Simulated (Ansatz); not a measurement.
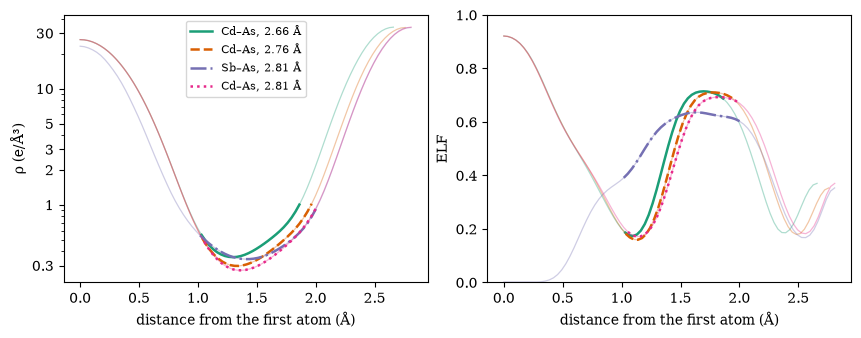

Figure. Cd2SbAs3. Valence charge density (pseudo) and electron localisation function along straight lines between neighbouring atoms. Thin, pale parts lie inside the atomic spheres.

Space group C2/m; a structure from a database of computed crystals, not necessarily the ambient phase; started from the Li2HfO3-12 prototype, which need not be the ambient phase.

Computed with DFT, r2SCAN+rVV10, plane waves, PAW (Ansatz 0.2.0).

Core electrons are frozen (PAW), and the valence fields are smoothed inside the atomic spheres.

### What can be read from the curves?

Cd–As (2.66 Å): the density is about 0.36 e/Å³ at the midpoint; the ELF is about 0.40 at the midpoint and 0.15 at its lowest between the atoms.
Cd–As (2.76 Å): ρ at the midpoint is about 0.3 e/Å³; the ELF is about 0.40 at the midpoint and 0.15 at its lowest between the atoms.
Sb–As (2.81 Å): ρ is about 0.34 e/Å³ halfway; the ELF peaks at about 0.65 in the valence shell of As, 1.2 Å from its nucleus, and is about 0.60 at the midpoint.
Cd–As (2.81 Å): ρ is about 0.28 e/Å³ halfway; the ELF is about 0.40 at the midpoint and 0.15 at its lowest between the atoms.
